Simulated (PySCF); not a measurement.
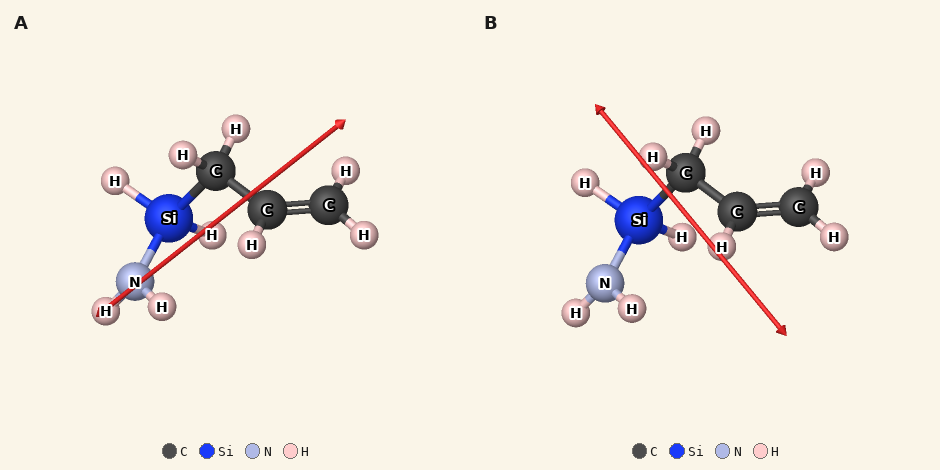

The double arrows show the directions of two transition dipoles from the ground state (lengths mean nothing). Computed geometry: GFN2-xTB optimisation. No frequency run is at hand to confirm it as a minimum. Level of theory: TDDFT ωB97X-D/def2-SVPD, vertical, gas phase, core orbitals frozen in the response (PySCF 2.14.0).

One belongs to singlet state 5 and one to singlet state 6. Which is which?

A: state 5, 7.66 eV (162 nm), oscillator strength 0.016, of mixed character, with the largest part HOMO−1 → LUMO+1 (weight 0.35).
B: state 6, 7.89 eV (157 nm), oscillator strength 0.016, of mixed character, with the largest part HOMO−1 → LUMO+1 (weight 0.28).

The geometry is semi-empirical. Around Si such bond lengths and angles can be off by a tenth of an ångström or more and by several degrees, and values that hang on the shape move with them.
